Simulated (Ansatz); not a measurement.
**A hypothetical structure for K3Al**

This structure for K3Al is made up. Its elements were placed in a known structure type with a cell scaled to their sizes. What cell does the guess relax to, and how far off was it?

Method: DFT, PBE, plane-wave PAW, files of the set soft_1, scalar-relativistic, no spin, cell and ions relaxed at zero pressure; PAW set soft_1, in Ansatz 0.2.0.

## (1) The structure

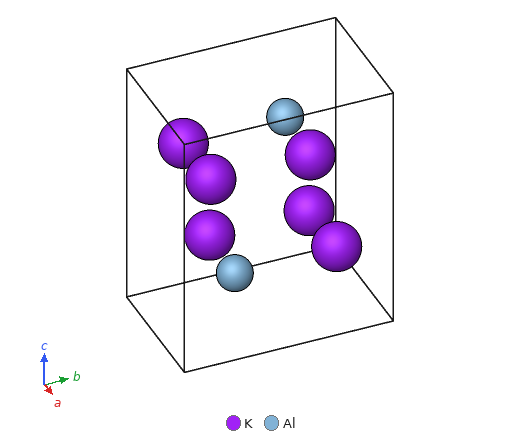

The starting structure, seen slightly off an axis (potassium purple, aluminium light blue).

As a file:

```cif
data_structure
_symmetry_space_group_name_H-M 'P 1'
_symmetry_Int_Tables_number 1
_cell_length_a 8.2130
_cell_length_b 8.2130
_cell_length_c 6.9340
_cell_angle_alpha 90.000
_cell_angle_beta 90.000
_cell_angle_gamma 120.000
_cell_volume 405.06
loop_
_atom_site_label
_atom_site_type_symbol
_atom_site_fract_x
_atom_site_fract_y
_atom_site_fract_z
_atom_site_occupancy
K1 K 0.17470 0.34940 0.25000 1
K2 K 0.17470 0.82530 0.25000 1
K3 K 0.65060 0.82530 0.25000 1
K4 K 0.82530 0.65060 0.75000 1
K5 K 0.82530 0.17470 0.75000 1
K6 K 0.34940 0.17470 0.75000 1
Al7 Al 0.33333 0.66667 0.75000 1
Al8 Al 0.66667 0.33333 0.25000 1
```

## (2) Relaxation of the guess

The guessed cell has no reason to be at equilibrium. It is relaxed with the atoms, within the space group of the guess.

input.yaml reads:

```yaml
crystal:
  lattice:
    - [8.213, 0.0, 0.0]
    - [-4.1065, 7.112666641, 0.0]
    - [0.0, 0.0, 6.934]
  atoms:
    - { symbol: K, position: [0.174700005, 0.34940001, 0.25] }
    - { symbol: K, position: [0.174700005, 0.825299995, 0.25] }
    - { symbol: K, position: [0.65059999, 0.825299995, 0.25] }
    - { symbol: K, position: [0.825299995, 0.65059999, 0.75] }
    - { symbol: K, position: [0.825299995, 0.174700005, 0.75] }
    - { symbol: K, position: [0.34940001, 0.174700005, 0.75] }
    - { symbol: Al, position: [0.333333333, 0.666666667, 0.75] }
    - { symbol: Al, position: [0.666666667, 0.333333333, 0.25] }
kpoints:
  mp_grid: { grid: [4, 4, 4] }
scf:
  occupations: { method: fermi_dirac, width: 0.05 }
hamiltonian:
  xc: pbe
  pseudopotentials: { kind: paw, azcp: { folder: soft_1 } }
relax:
  f_tol: 0.015
  max_steps: 70
  cell: {}
output:
  forces: true
  stress: true
```

The run is started by

```sh
> ansatz run input.yaml --threads 4 --pin off --max-ram 10240MiB --backend cpu --events-out ev --progress --plain --runs-dir out
```

Numbers of over 12 decimals in the logs are rounded to 6 here.

The program printed:

```text
Engine: ansatz 0.2.0, x86_64-unknown-linux-gnu
Pseudopotentials: kind: paw
Pseudopotential: K, paw, valence charge 9, recommended cutoff 420 eV (normal), soft_1/K.paw.azcp
Pseudopotential: Al, paw, valence charge 3, recommended cutoff 420 eV (normal), soft_1/Al.paw.azcp
Functional definition: PBE
  parameter kappa = 0.804
  parameter beta = 0.066725
  exchange = pbe_x(kappa = kappa, mu = beta*pi^2/3)
  correlation = pbe_c(beta = beta)
Crystal: 8 atoms, lattice volume = 405.059 Å³
Basis set: ecut = 420 eV, 7901 PW (Γ), exchange–correlation on 120×120×96 points (8 copies of the dense FFT grid, shifted against one another)
Bands: 38, of which v1, the nominal top of the filled ones, is band 30 counted from 1 (29 counted from 0)
Symmetry: 24 space group operations
Space group: P63/mmc (ITA 194), of the structure as read, at distance tolerance 7.4e-5 Å
k-points: 12 of 64
Non-local potential: K, projectors of the file, l = 0: 3, l = 1: 2, l = 2: 2
Non-local potential: Al, projectors of the file, l = 0: 2, l = 1: 2, l = 2: 1
PAW form: soft (Blöchl's): semilocal exchange-correlation on the pseudo side does not see the compensation charge
PAW one-centre angular grid: K, 110 points (default); XC on 64 Gauss nodes
PAW one-centre angular grid: Al, 110 points (default); XC on 64 Gauss nodes
Initial density: superposition of atomic densities (chi_scale 0.1, normalization cell, long waves kept (reshape's long-wave potential 0.01 eV rms))
Initial wavefunctions: pseudopotential atomic-orbital guess
Functional: x = pbe(κ = 0.804, μ = 0.219515), c = pbe(β = 0.066725)
SCF iter   1: F=—  HF=-10299.391732 eV  |F-HF|=—  |Δ(HF+E_count)|=         —  Δρ=5.50e-3  dr2=5.44e-1  ethr=3.10e-3  ⟨swp⟩=9.0  Hψ=2290  notcnv=0
preconditioner: auto → Kerker (q_TF=auto, 1.985 Å⁻¹)  [metal: Δε(μ)=0.094 eV  Ē_g=3.269 eV  σ=0.050 eV  W_gap=0.42  n_scr=46 (ndim 8)  ℏωp=6.4 eV  f_vac=0.000  D(μ)=7.50/eV (n_scr^D=46)]
SCF iter   2: F=—  HF=-10299.356817 eV  |F-HF|=—  |Δ(HF+E_count)|=   3.49e-2  Δρ=3.99e-3  dr2=2.91e-1  ethr=9.06e-4  ⟨swp⟩=1.2  Hψ=556  notcnv=0
SCF iter   3: F=—  HF=-10299.320221 eV  |F-HF|=—  |Δ(HF+E_count)|=   3.66e-2  Δρ=1.08e-3  dr2=2.09e-2  ethr=4.85e-4  ⟨swp⟩=2.6  Hψ=565  notcnv=0
SCF iter   4: F=—  HF=-10299.318130 eV  |F-HF|=—  |Δ(HF+E_count)|=   2.09e-3  Δρ=2.52e-4  dr2=5.20e-4  ethr=3.49e-5  ⟨swp⟩=2.1  Hψ=503  notcnv=0  defer=1
SCF iter   5: F=—  HF=-10299.318325 eV  |F-HF|=—  |Δ(HF+E_count)|=   1.95e-4  Δρ=6.12e-5  dr2=4.09e-5  ethr=8.66e-7  ⟨swp⟩=2.2  Hψ=587  notcnv=0  defer=1
SCF iter   6: F=—  HF=-10299.318535 eV  |F-HF|=—  |Δ(HF+E_count)|=   2.10e-4  Δρ=2.03e-5  dr2=3.27e-6  ethr=6.81e-8  ⟨swp⟩=2.0  Hψ=534  notcnv=0  defer=2
SCF iter   7: F=—  HF=-10299.318537 eV  |F-HF|=—  |Δ(HF+E_count)|=   1.79e-6  Δρ=6.27e-6  dr2=4.01e-7  ethr=5.45e-9  ⟨swp⟩=2.0  Hψ=538  notcnv=0  defer=2
SCF iter   8: F=-10299.318537 eV  HF=-10299.318537 eV  |F-HF|=5.06e-9  |Δ(HF+E_count)|=   1.06e-7  Δρ=2.62e-6  dr2=3.44e-8  ethr=1.67e-10  ⟨swp⟩=4.1  Hψ=1540  notcnv=0
SCF 1 converged in 8 iterations: F = -10299.318537 eV  dr2 = 3.44e-8
  greatest PAW one-centre occupation: 0.988 electrons in one spin orbital (limit 2), on the K atom at site 5 (counted from 0), in its partial waves of l = 0
relax step   1: F+E_penalty+E_count = -10299.31853733 eV  Δ(F+E_penalty+E_count) = +0.000e0 eV  max|allowed force component| = 9.161e-2 eV/Å  Δτ_max = 0.0000 Å  P = -0.360 GPa  Ω = 405.059 Å³  (8 SCF iters, dr2 threshold 1.00e-7 eV, accepted)
Crystal: 8 atoms, lattice volume = 400.450 Å³
Basis set: ecut = 420 eV, 7781 PW (Γ), exchange–correlation on 120×120×96 points (8 copies of the dense FFT grid, shifted against one another)
Initial density: handed on by an earlier stage of this run
Initial wavefunctions: those handed on with the density
iter 1 solved again at ethr=5.47e-6 eV; its pass at ethr=3.10e-3 eV (dr2=3.28e-3 eV) is discarded
SCF iter   1: F=—  HF=-10299.342480 eV  |F-HF|=—  |Δ(HF+E_count)|=         —  Δρ=3.17e-4  dr2=3.16e-3  ethr=5.47e-6  ⟨swp⟩=2.0  Hψ=2310  notcnv=0
preconditioner: auto → Kerker (q_TF=auto, 1.988 Å⁻¹)  [metal: Δε(μ)=0.078 eV  Ē_g=3.219 eV  σ=0.050 eV  W_gap=0.34  n_scr=46 (ndim 8)  ℏωp=6.4 eV  f_vac=0.000  D(μ)=7.79/eV (n_scr^D=46)]
SCF iter   2: F=—  HF=-10299.342141 eV  |F-HF|=—  |Δ(HF+E_count)|=   3.39e-4  Δρ=2.01e-4  dr2=1.33e-3  ethr=5.26e-6  ⟨swp⟩=1.0  Hψ=456  notcnv=0
SCF iter   3: F=—  HF=-10299.341906 eV  |F-HF|=—  |Δ(HF+E_count)|=   2.36e-4  Δρ=4.05e-5  dr2=3.07e-5  ethr=2.22e-6  ⟨swp⟩=1.9  Hψ=491  notcnv=0
SCF iter   4: F=—  HF=-10299.342116 eV  |F-HF|=—  |Δ(HF+E_count)|=   2.11e-4  Δρ=1.69e-5  dr2=2.57e-6  ethr=5.11e-8  ⟨swp⟩=2.2  Hψ=575  notcnv=0
SCF iter   5: F=-10299.342116 eV  HF=-10299.342116 eV  |F-HF|=8.33e-8  |Δ(HF+E_count)|=   2.25e-8  Δρ=4.61e-6  dr2=2.91e-7  ethr=1.33e-9  ⟨swp⟩=4.2  Hψ=1333  notcnv=0
SCF 2 converged in 5 iterations: F = -10299.342116 eV  dr2 = 2.91e-7
relax step   2: F+E_penalty+E_count = -10299.34211628 eV  Δ(F+E_penalty+E_count) = -2.358e-2 eV  max|allowed force component| = 6.371e-2 eV/Å  Δτ_max = 0.0173 Å  P = -0.297 GPa  Ω = 400.450 Å³  energy of the carried Pulay correction = +9.248e-5 eV  (5 SCF iters, dr2 threshold 8.00e-7 eV, accepted)
Crystal: 8 atoms, lattice volume = 379.034 Å³
Basis set: ecut = 420 eV, 7455 PW (Γ), exchange–correlation on 120×120×96 points (8 copies of the dense FFT grid, shifted against one another)
iter 1 solved again at ethr=6.14e-5 eV; its pass at ethr=3.10e-3 eV (dr2=3.68e-2 eV) is discarded
SCF iter   1: F=—  HF=-10299.395688 eV  |F-HF|=—  |Δ(HF+E_count)|=         —  Δρ=1.16e-3  dr2=3.70e-2  ethr=6.14e-5  ⟨swp⟩=1.8  Hψ=2689  notcnv=0
preconditioner: auto → Kerker (q_TF=auto, 2.007 Å⁻¹)  [metal: Δε(μ)=0.065 eV  Ē_g=3.293 eV  σ=0.050 eV  W_gap=0.31  n_scr=46 (ndim 8)  ℏωp=6.6 eV  f_vac=0.000  D(μ)=7.75/eV (n_scr^D=44)]
SCF iter   2: F=—  HF=-10299.391728 eV  |F-HF|=—  |Δ(HF+E_count)|=   3.96e-3  Δρ=7.46e-4  dr2=1.59e-2  ethr=6.14e-5  ⟨swp⟩=1.0  Hψ=456  notcnv=0
SCF iter   3: F=—  HF=-10299.388999 eV  |F-HF|=—  |Δ(HF+E_count)|=   2.73e-3  Δρ=1.47e-4  dr2=3.05e-4  ethr=2.64e-5  ⟨swp⟩=1.9  Hψ=494  notcnv=0
SCF iter   4: F=—  HF=-10299.389226 eV  |F-HF|=—  |Δ(HF+E_count)|=   2.27e-4  Δρ=5.71e-5  dr2=2.67e-5  ethr=5.08e-7  ⟨swp⟩=2.1  Hψ=560  notcnv=0
SCF iter   5: F=—  HF=-10299.389227 eV  |F-HF|=—  |Δ(HF+E_count)|=   8.59e-7  Δρ=1.67e-5  dr2=3.07e-6  ethr=4.45e-8  ⟨swp⟩=2.2  Hψ=570  notcnv=0
SCF iter   6: F=-10299.389227 eV  HF=-10299.389227 eV  |F-HF|=1.96e-8  |Δ(HF+E_count)|=   1.01e-7  Δρ=6.89e-6  dr2=3.24e-7  ethr=1.33e-9  ⟨swp⟩=4.3  Hψ=1550  notcnv=0
SCF 3 converged in 6 iterations: F = -10299.389227 eV  dr2 = 3.24e-7
relax step   3: F+E_penalty+E_count = -10299.38922725 eV  Δ(F+E_penalty+E_count) = -4.711e-2 eV  max|allowed force component| = 5.281e-4 eV/Å  Δτ_max = 0.0473 Å  P = +0.102 GPa  Ω = 379.034 Å³  energy of the carried Pulay correction = +5.365e-4 eV  (6 SCF iters, dr2 threshold 8.00e-7 eV, accepted)
[...]
relax step   4: F+E_penalty+E_count = -10299.39090353 eV  Δ(F+E_penalty+E_count) = -1.676e-3 eV  max|allowed force component| = 3.756e-3 eV/Å  Δτ_max = 0.0034 Å  P = +0.040 GPa  Ω = 382.418 Å³  energy of the carried Pulay correction = +4.647e-4 eV  (5 SCF iters, dr2 threshold 4.42e-8 eV, accepted)
[...]
relax step   5: F+E_penalty+E_count = -10299.39206610 eV  Δ(F+E_penalty+E_count) = -1.163e-3 eV  max|allowed force component| = 1.383e-3 eV/Å  Δτ_max = 0.0019 Å  P = -0.002 GPa  Ω = 385.260 Å³  energy of the carried Pulay correction = +4.049e-4 eV  (6 SCF iters, dr2 threshold 1.32e-8 eV, accepted)
Basis set: ecut = 420 eV, 7503 PW (Γ), exchange–correlation on 120×120×90 points (8 copies of the dense FFT grid, shifted against one another)
Initial wavefunctions: pseudopotential atomic-orbital guess (no wavefunctions were taken with the density)
iter 1 solved again at ethr=7.81e-8 eV; its pass at ethr=3.10e-3 eV (dr2=4.68e-5 eV) is discarded
SCF iter   1: F=—  HF=-10299.391679 eV  |F-HF|=—  |Δ(HF+E_count)|=         —  Δρ=2.16e-5  dr2=2.11e-7  ethr=7.81e-8  ⟨swp⟩=3.5  Hψ=3465  notcnv=0
preconditioner: auto → Kerker (q_TF=auto, 2.001 Å⁻¹)  [metal: Δε(μ)=0.043 eV  Ē_g=3.254 eV  σ=0.050 eV  W_gap=0.21  n_scr=46 (ndim 8)  ℏωp=6.6 eV  f_vac=0.000  D(μ)=8.21/eV (n_scr^D=46)]
SCF iter   2: F=—  HF=-10299.391797 eV  |F-HF|=—  |Δ(HF+E_count)|=   1.18e-4  Δρ=1.12e-5  dr2=5.59e-8  ethr=3.52e-10  ⟨swp⟩=2.2  Hψ=669  notcnv=0
SCF iter   3: F=—  HF=-10299.391798 eV  |F-HF|=—  |Δ(HF+E_count)|=   4.54e-7  Δρ=4.82e-7  dr2=9.11e-10  ethr=9.31e-11  ⟨swp⟩=2.1  Hψ=724  notcnv=0
SCF iter   4: F=—  HF=-10299.391798 eV  |F-HF|=—  |Δ(HF+E_count)|=  8.39e-10  Δρ=1.51e-7  dr2=2.44e-10  ethr=1.00e-12  ⟨swp⟩=5.1  Hψ=1642  notcnv=0
SCF iter   5: F=-10299.391798 eV  HF=-10299.391798 eV  |F-HF|=3.64e-12  |Δ(HF+E_count)|=  6.18e-11  Δρ=4.00e-8  dr2=2.12e-11  ethr=1.00e-12  ⟨swp⟩=4.1  Hψ=1326  notcnv=0
SCF 6 converged in 5 iterations: F = -10299.391798 eV  dr2 = 2.12e-11
  greatest PAW one-centre occupation: 0.988 electrons in one spin orbital (limit 2), on the K atom at site 3 (counted from 0), in its partial waves of l = 0
relax step   6: F+E_penalty+E_count = -10299.39179790 eV  Δ(F+E_penalty+E_count) = +2.682e-4 eV  max|allowed force component| = 1.366e-3 eV/Å  Δτ_max = 0.0000 Å  P = -0.003 GPa  Ω = 385.260 Å³  stress off target by 2.05e-2 GPa  SCF on the basis re-selected at this cell (its energy is not comparable with the rows above)  (5 SCF iters)
basis re-selected at this cell: Δ(F+E_penalty+E_count) = +2.682e-4 eV, ΔP = -0.001 GPa vs the last step (what re-selecting the basis moved, of the pressure what is left beyond the Pulay correction that the steps carried, after the strain that the cell walked since its last selection, with what the two solves' SCF thresholds leave and, on support functions, any second-order correction that the steps lacked; it is no measure of the basis error at this ecutwfc). The dense FFT grid was sized anew with the basis: this SCF ran on 60×60×45 points, the steps before it on 60×60×48, so part of this shift can come from that change (see relax.cell in the input reference). [rest of the remark cut]
SCF converged after 5 iterations
Free energy (F): -10299.391798 eV
Harris-Foulkes:  -10299.391798 eV  (|F-HF|=3.64e-12)
Internal energy: -10299.326131 eV  (E = F + TS)
E sigma→0 (E₀):  -10299.358965 eV
Entropy (-TS):   -0.065667 eV (-8.208 meV/atom)
Fermi energy:    2.877516 eV
--- Per-component energies (eV) ---
  E_band       = -777.708608
  E_kinetic    = 1556.557665
  E_local      = -4220.813997  (includes V_loc(G=0)·N_el)
  E_nonlocal   = 99.451119
  E_hartree    = 1502.793384
  E_xc         = -876.011375
  E_vxc        = -1034.908550  (∫ρ·V_xc dr)
  E_paw        = -5631.390158  (= ΣΔE_a)
  E_vpaw       = -183.581606  (= ΣTr[D̂ρ^β])
  E_aug_tail   = -0.000030  (compensation charges beyond the density's cutoff)
  E_ewald      = -2729.912737
  E_smearing   = -0.065667  (= −TS)
  E_closure    = 0.000000  (closes the sum)
  Σ components = -10299.391798   (vs F -10299.391798, Δ=0.00e0)
--- Forces (eV/Å), atoms counted from 1 ---
  atom   1  K     -0.00000000     0.00136589    -0.00000000
  atom   2  K      0.00118289    -0.00068294     0.00000000
  atom   3  K     -0.00118289    -0.00068294     0.00000000
  atom   4  K      0.00000000    -0.00136589     0.00000000
  atom   5  K     -0.00118289     0.00068294    -0.00000000
  atom   6  K      0.00118289     0.00068294    -0.00000000
  atom   7  Al     0.00000000     0.00000000     0.00000000
  atom   8  Al    -0.00000000     0.00000000    -0.00000000
  max |Σ_I F_I| component: 6.22e-18 eV/Å
--- Stress (GPa, compression-positive) ---
        0.006249       0.000000       0.000000
       -0.000000       0.006249      -0.000000
        0.000000      -0.000000      -0.020480
  P = ⅓ Tr σ = -0.0027 GPa (-0.027 kbar)
--- Relaxed structure (5 steps of the walk, 5 accepted, 1 SCFs on fresh bases) ---
  F+E_penalty+E_count = -10299.39179790 eV   max|allowed force component| = 1.366e-3 eV/Å   (the final SCF, on the basis selected at the relaxed cell)
  cell:  # Å, volume = 385.2601 Å³
    - [8.261522, 0, 0.0]
    - [-4.130761, 7.154688, -7.121498736362896e-18]
    - [0.0, -6.942610237391952e-18, 6.517833]
  atoms:
    - { symbol: K, position: [0.179619, 0.359239, 0.25] }
    - { symbol: K, position: [0.179619, 0.820381, 0.25] }
    - { symbol: K, position: [0.640761, 0.820381, 0.25] }
    - { symbol: K, position: [0.820381, 0.640761, 0.750000] }
    - { symbol: K, position: [0.820381, 0.179619, 0.750000] }
    - { symbol: K, position: [0.359239, 0.179619, 0.750000] }
    - { symbol: Al, position: [0.333333, 0.666667, 0.750000] }
    - { symbol: Al, position: [0.666667, 0.333333, 0.25] }
```

Elapsed: 4.6 s, on 4 threads of AMD EPYC 9B45 (Zen 5), shared host; peak memory 0.84 GiB; 17 s of CPU time.

The steps of the relaxation:

```
step  energy less that of the first step (eV)  largest force component (eV/Å)  pressure (GPa)  volume (Å³)
   1                                   0.0000                          0.0916           -0.36       405.06
   2                                  -0.0236                          0.0637           -0.30       400.45
   3                                  -0.0707                          0.0005            0.10       379.03
   4                                  -0.0724                          0.0038            0.04       382.42
   5                                  -0.0735                          0.0014            0.00       385.26
  6*                                  -0.0733                          0.0014            0.00       385.26
```

Relaxation steps marked * repeat the geometry before them on a plane-wave basis chosen anew for their cell, so energy and pressure can jump there.

The run keeps the 24 symmetry operations that it works with, so distortions that break them were not tested.

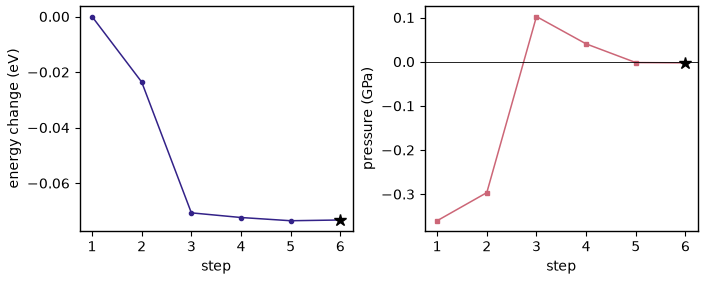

Energy and pressure along the relaxation. Stars mark steps on a basis chosen anew.

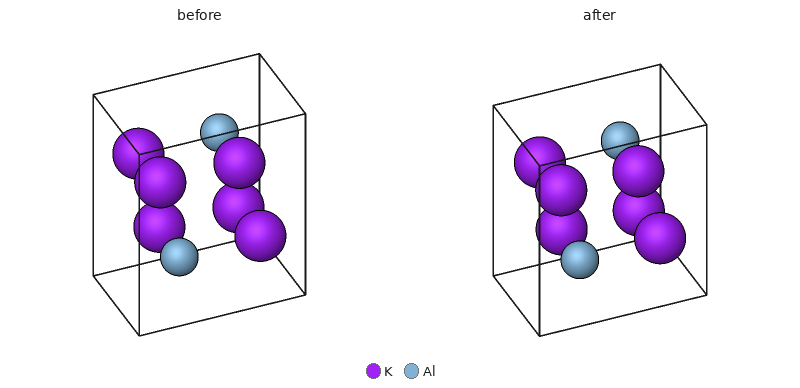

Before and after, at one scale.

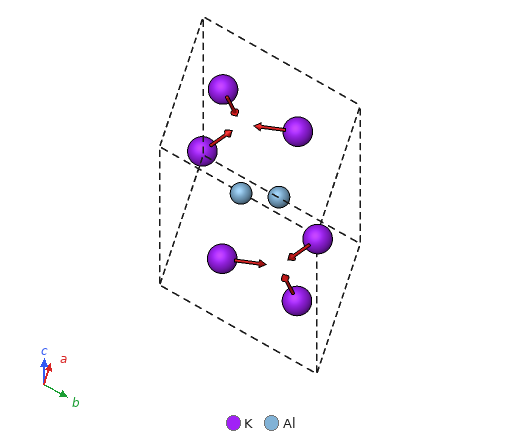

Displacements in the relaxation, exaggerated, measured against the changing cell; the longest in the cell stands for 0.07 Å.

```
conventional cell, symmetrised  before  after  change
                         a (Å)   8.213  8.262  +0.6 %
                         b (Å)   8.213  8.262  +0.6 %
                         c (Å)   6.934  6.518  -6.0 %
              volume (Å³/atom)   50.63  48.16  -4.9 %
```

The atoms that moved most (Å, as changes of fractional coordinates times the final cell):

```
atom      dx      dy     dz  length
  K4   0.000  -0.070  0.000   0.070
  K3  -0.061  -0.035  0.000   0.070
  K1   0.000   0.070  0.000   0.070
  K2   0.061  -0.035  0.000   0.070
  K6   0.061   0.035  0.000   0.070
  K5  -0.061   0.035  0.000   0.070
```

The relaxed structure:

```xyz
8
Lattice="8.2615 0.0000 0.0000 -4.1308 7.1547 0.0000 0.0000 0.0000 6.5178" Properties=species:S:1:pos:R:3 pbc="T T T"
K     0.0000    2.5702    1.6295
K    -1.9049    5.8696    1.6295
K     1.9049    5.8696    1.6295
K     4.1308    4.5844    4.8884
K     6.0356    1.2851    4.8884
K     2.2259    1.2851    4.8884
Al    0.0000    4.7698    4.8884
Al    4.1308    2.3849    1.6295
```

This step gave:

- free energy: -10299.3918 eV
- energy at zero smearing: -10299.3590 eV
- smearing term TS: 0.06567 eV
- Fermi energy: 2.878 eV
- electrons: 60
- symmetry operations: 24
- pressure: -0.002661 GPa

The shortest distance of each pair, which need not be the same contact before and after:

```
pair  guess (Å)  relaxed (Å)
 K–K      3.909        3.810
Al–K      4.108        3.932
```

The relaxation ends with a largest force component of 0.0014 eV/Å and a pressure of 0.00 GPa.

## (3) Outcome

- space group, relaxed: P6_3/mmc
- conventional cell: a = 8.262, b = 8.262, c = 6.518 Å; α = 90.0°, β = 90.0°, γ = 120.0°
- volume per atom: 48.16 Å³ (guess 50.63)

**Reading.** K3Al relaxes to P6_3/mmc with a = 8.262, b = 8.262 and c = 6.518 Å. The guessed volume was 5 % too large. The space group P6_3/mmc was held in the relaxation, so the end point is a stationary structure within it and may be a saddle against distortions or other arrangements. Mesh and cutoff weren't tested. No dispersion term is used, so weakly bound directions may come out too long. Nothing here tests whether the compound is stable against decomposition.

[Logs are printed without paths, hosts, clocks, repeated set-up lines and the standing remarks that a program may print on its own settings, such as how far it seeks lower states.]

[Hosts, paths, dates, database ids (printed as entryN), source tags and the programs' standing remarks are cut or masked in the printed files.]
